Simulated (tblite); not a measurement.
Run report: GaP2H5F2, frequency calculation

- system: GaP2H5F2
- method: GFN2-xTB harmonic vibrations, gas phase (tblite 0.8.0)

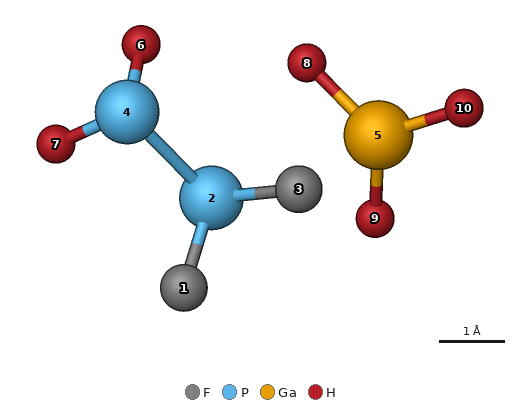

**Figure 1.** The structure (ball-and-stick view, seen at a tilt; atoms are numbered from 1 in the order of the input). Sticks mark near contacts.

Summary:

| quantity | value |
| --- | --- |
| outcome | converged |
| total energy | −498.5852 eV |
| zero-point energy | 25.8060 kcal/mol |
| hardware | 1 CPU thread, shared host |
| peak memory | 0.18 GiB |

Input file:
```
{"job": {"kind": "ir", "xc": "GFN2-xTB", "basis": "xTB"}, "charge": 0, "multiplicity": 1}
F      1.408181     1.246464    -1.606428
P      0.727406     0.130984    -0.660963
F     -0.464831     1.231630    -0.186571
P      2.011699     0.413032     1.080226
Ga    -2.005363    -0.398299    -0.183359
H      1.548900    -0.779950     1.639435
H      3.043880    -0.234765     0.387630
H     -1.083032    -1.225055     0.796700
H     -1.928855    -0.683854    -1.707835
H     -3.249103     0.304467     0.418636
```

The first line tells a small driver script what to run in tblite; the rest is the geometry in Å.

Launch command:
```bash
OMP_NUM_THREADS=1 python <driver script> task.json out
```

The program's output:
```
mode    cm-1     km/mol
  1      45.4      0.34
  2     111.5      7.37
  3     115.1      1.95
  4     145.0      9.95
  5     191.7      3.91
  6     215.6      0.36
  7     253.7      2.19
  8     300.7     13.81
  9     348.4     52.51
 10     429.3     41.31
 11     482.4      5.11
 12     557.3    146.94
 13     594.5    445.97
 14     696.3    615.66
 15     720.4    128.29
 16     736.3     48.39
 17     740.3    363.36
 18     781.3     35.30
 19    1101.5      5.83
 20    1557.8    342.53
 21    1691.2    257.04
 22    1725.2    587.88
 23    2221.9     57.59
 24    2288.6     98.32
```

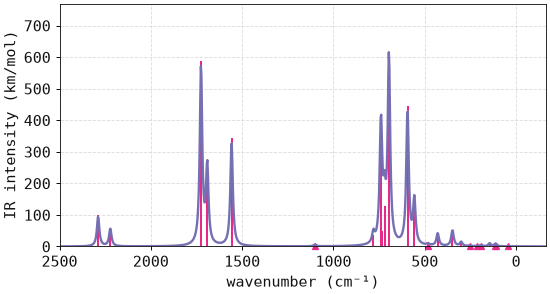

**Figure 2.** Harmonic infrared spectrum, unscaled: sticks (degenerate modes added up, dark ones marked on the axis) with a Lorentzian envelope of 16 cm⁻¹ full width, scaled to the tallest stick. 24 modes from 45 to 2289 cm⁻¹, none imaginary. The strongest line is at 696 cm⁻¹ (616 km/mol).
